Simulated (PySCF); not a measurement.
SMILES F[Se][SiH3], singlet at its CAM-B3LYP/def2-SVP optimised geometry (Å):

```
6

Se     1.4066    -0.3285     0.0000
F      1.5095     0.5675     1.5373
Si    -0.8831    -0.3285     0.0000
H     -1.3971     1.0629     0.0000
H     -1.4066    -1.0629     1.1779
H     -1.2369    -1.0292    -1.2635
```

Computed with PySCF 2.14.0 with CAM-B3LYP/def2-TZVP.

Map of the electron localisation function on the plane z = 0.6 Å:

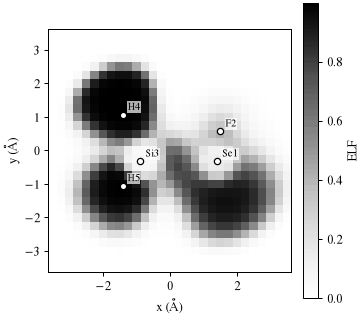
Figure. Electron localisation function on the plane z = 0.6 Å.
